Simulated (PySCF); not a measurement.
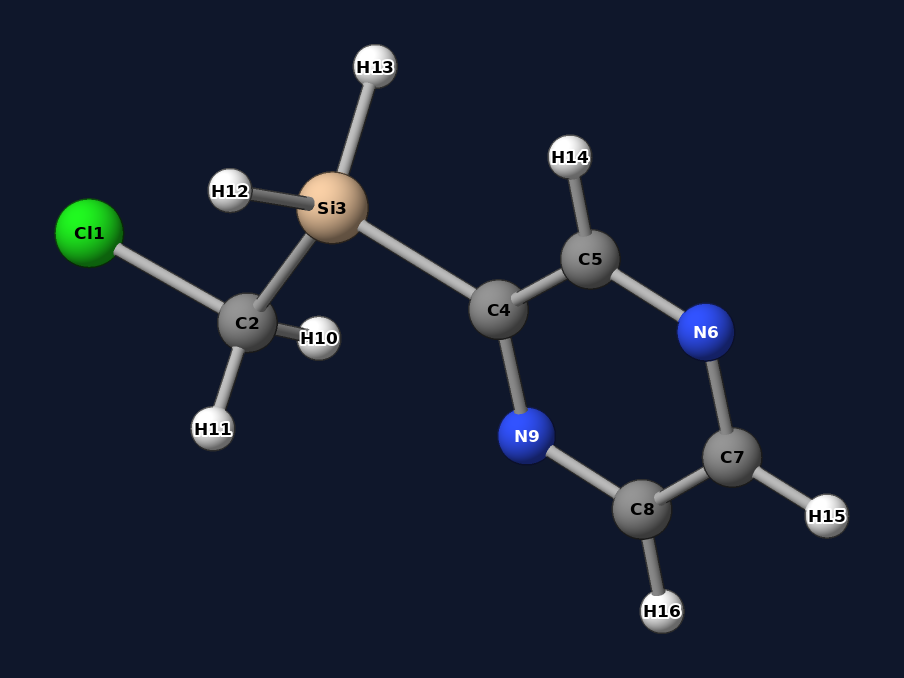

The questions are on isotropic NMR shieldings of the N atoms. The computed structure is the end point of a GFN2-xTB optimisation. No frequency run is at hand to confirm it as a minimum. Level of theory: GIAO PBE0/pcSseg-1 NMR shielding, non-relativistic, gas phase (PySCF 2.14.0).

List the isotropic NMR shieldings of the N atoms.

```json
{"atom": "N6", "σ (ppm)": "−105.4"}
{"atom": "N9", "σ (ppm)": "−127.3"}
```

The geometry is semi-empirical. Around Si such bond lengths and angles can be off by a tenth of an ångström or more and by several degrees, and values that hang on the shape move with them.
